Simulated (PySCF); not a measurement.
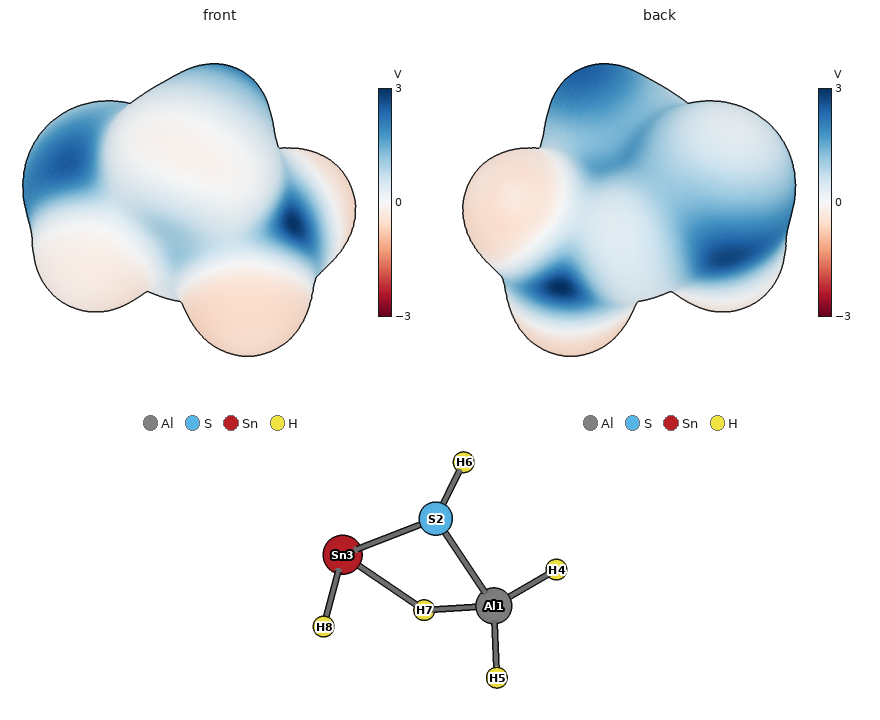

The picture shows: AlH5SSn. The molecular electrostatic potential painted on the density surface at 0.004 e/bohr³, seen from the front and from behind; the colour scale runs from red (negative) to blue (positive). The bare structure is drawn below in the same view.

Geometry: PBE0-D4/def2-SVP; core potentials replace the inner electrons of Sn.

These are results of PySCF, Gaussian-basis quantum chemistry of an isolated molecule with PySCF, energy and nuclear gradient, functional PBE0, not measurements.

```yaml
atoms:
  - { symbol: Al, position_ang: [1.1194, -0.7402, -1.1800] }
  - { symbol: S, position_ang: [2.3214, 1.2715, -0.9004] }
  - { symbol: Sn, position_ang: [0.4791, 1.3105, 1.0230] }
  - { symbol: H, position_ang: [0.2799, -0.6491, -2.5252] }
  - { symbol: H, position_ang: [1.9917, -1.9618, -0.6780] }
  - { symbol: H, position_ang: [1.6270, 1.9893, -1.8128] }
  - { symbol: H, position_ang: [-0.0384, -0.3112, 0.0737] }
  - { symbol: H, position_ang: [1.6283, 0.2773, 1.8974] }
```

**Where is the surface potential most negative and most positive?**

The most negative region (about −0.6 V, or −14 kcal/mol for a unit charge) lies over H5, the most positive (about +2.8 V, or +65 kcal/mol for a unit charge) over Al1 and Sn3.

**How polar is the molecule by this calculation?**

Its dipole moment is 2.07 D.
